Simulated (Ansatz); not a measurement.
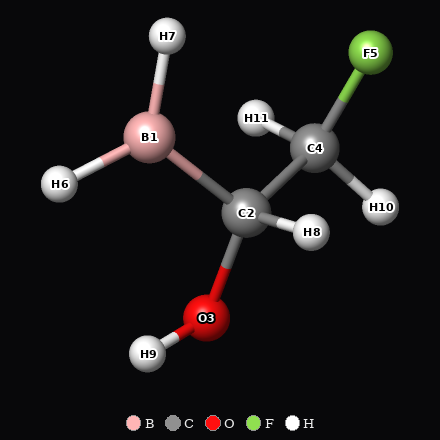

The system is C₂H₆BFO, SMILES BC(O)CF; the picture shows the reference structure. The first coordinate is: bond length B1–C2; the second: dihedral H6–B1–C2–C4. Nothing is relaxed (all other coordinates rigid). The grid has 15 × 15 points. Points are written as (first, second). Energies are in kcal/mol, from the lowest grid point. Method: Ansatz, RHF/def2-SVP.

Its coordinates:

```xyz
11

B    -0.9466   -0.0264    1.1007
C     0.3563   -0.0551    0.2064
O     0.9934   -1.3005    0.0881
C     0.1875    0.4509   -1.2187
F    -0.2561    1.7360   -1.2028
H    -1.1269   -0.8967    1.9107
H    -1.7155    0.8864    1.0344
H     1.0192    0.6729    0.7115
H     0.9360   -1.7810    0.8976
H     1.1449    0.4160   -1.7361
H    -0.5268   -0.1594   -1.7712
```

Range: bond length B1–C2 from 1.391 to 1.976 Å; dihedral H6–B1–C2–C4 from −180 to 156°.

Question: What will the energy surface look like?

Answer: The lowest grid point is at (1.600 Å, 156°). There is a further well near (1.600 Å, −36°) (0.25 kcal/mol above the lowest at that grid point). The highest grid point, (1.976 Å, 60°), lies 27.4 kcal/mol above the lowest. On the interpolated surface the easiest way out of the lowest well to the well at about (1.58 Å, −35°) passes a barrier of about 6.1 kcal/mol, counted from the interpolated bottom of the well. Round the minimum the two coordinates are nearly uncoupled.

```csv
"dihedral H6–B1–C2–C4 ↓, bond length B1–C2 →",1.391,1.433,1.474,1.516,1.558,1.600,1.642,1.683,1.725,1.767,1.809,1.850,1.892,1.934,1.976
156,14.5,8.1,3.9,1.3,0.1,0.0,0.9,2.4,4.7,7.4,10.5,13.8,17.5,21.3,25.3
132,14.4,8.1,3.9,1.3,0.1,0.1,0.9,2.5,4.7,7.5,10.6,13.9,17.6,21.4,25.4
108,17.2,10.6,6.2,3.4,2.0,1.8,2.5,3.9,6.0,8.6,11.6,14.9,18.4,22.2,26.1
84,21.4,14.4,9.6,6.4,4.7,4.1,4.6,5.8,7.7,10.1,12.9,16.0,19.5,23.1,26.9
60,24.2,16.9,11.8,8.3,6.3,5.6,5.8,6.9,8.6,10.9,13.7,16.7,20.1,23.6,27.4
36,23.5,16.2,11.1,7.7,5.8,5.1,5.4,6.5,8.2,10.6,13.3,16.4,19.8,23.4,27.1
12,19.9,13.0,8.3,5.2,3.5,3.1,3.6,4.9,6.8,9.3,12.2,15.4,18.9,22.6,26.4
−12,16.1,9.6,5.3,2.6,1.2,1.0,1.8,3.3,5.4,8.1,11.2,14.4,18.1,21.8,25.8
−36,14.5,8.2,4.1,1.5,0.3,0.2,1.1,2.7,4.9,7.7,10.8,14.1,17.8,21.6,25.6
−60,15.8,9.4,5.2,2.5,1.2,1.1,1.9,3.4,5.6,8.3,11.3,14.6,18.3,22.1,26.0
−84,19.4,12.7,8.1,5.1,3.5,3.2,3.7,5.1,7.1,9.6,12.5,15.7,19.2,22.9,26.7
−108,23.4,16.2,11.2,7.8,5.9,5.2,5.5,6.6,8.4,10.8,13.6,16.6,20.0,23.6,27.3
−132,24.6,17.2,12.0,8.5,6.5,5.7,5.9,7.0,8.7,11.0,13.7,16.7,20.1,23.6,27.4
−156,22.0,14.9,9.9,6.6,4.8,4.2,4.6,5.7,7.6,10.0,12.8,15.9,19.3,23.0,26.7
−180,17.5,10.9,6.4,3.5,2.0,1.7,2.4,3.8,5.8,8.4,11.4,14.7,18.2,22.0,25.9
```

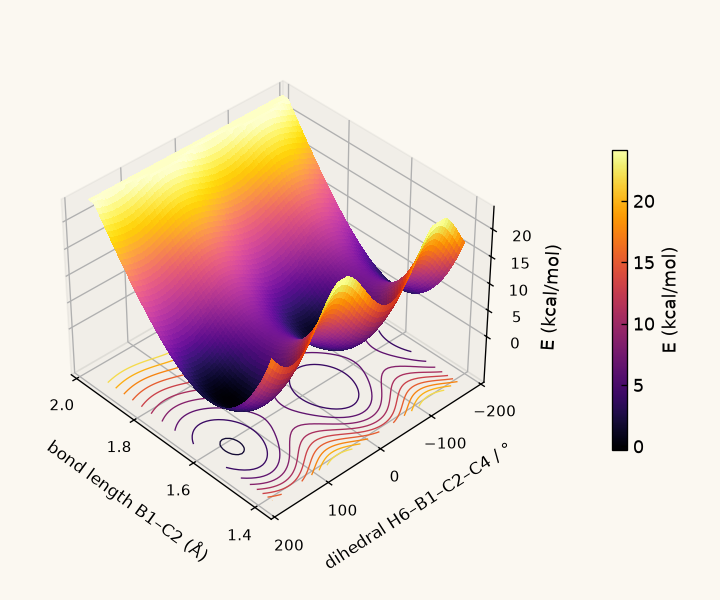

Drawn: a relief with its contours projected below, any walls above the top of the colour scale cut off. Between grid points the surface is interpolated.

Each point was launched as `ansatz run input.yaml --threads 1 --pin off --max-ram 2560MiB --backend cpu --events-out ev --progress --plain --runs-dir out`. The whole map (225 points run) took 16 min on 1 thread of Arm Neoverse N1, with other jobs on the host.
